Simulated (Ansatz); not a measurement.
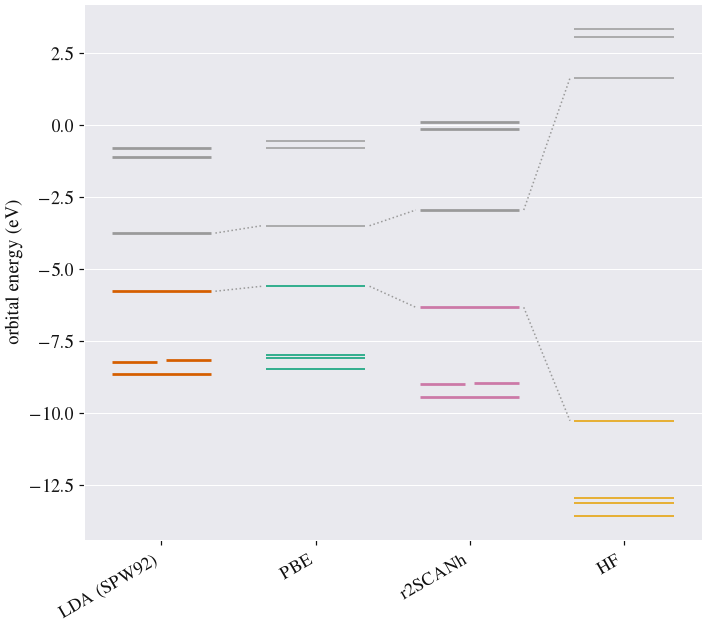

Frontier orbital energies of CH₅ClO₂Si₂, SMILES O=C([SiH3])[Si@H](O)Cl at one geometry, def2-TZVPP, the Ansatz code, at a PBE0-D4/def2-TZVP geometry (a minimum by its frequencies). Empty levels are grey, levels within 0.1 eV stand side by side; all columns show the same few orbitals around the gap. Dotted lines join the HOMOs and the LUMOs.

Compare the HOMO-LUMO separations.

The separation grows from 2.02 eV (LDA (SPW92)) to 11.90 eV (HF).

| level | HOMO (eV) | LUMO (eV) | separation (eV) |
| --- | --- | --- | --- |
| LDA (SPW92) | −5.77 | −3.74 | 2.02 |
| PBE | −5.59 | −3.49 | 2.10 |
| r2SCANh | −6.32 | −2.94 | 3.38 |
| HF | −10.26 | 1.64 | 11.90 |

Caveats, for all or some of the runs: empty levels above zero depend strongly on the basis; one conformer of a flexible molecule.
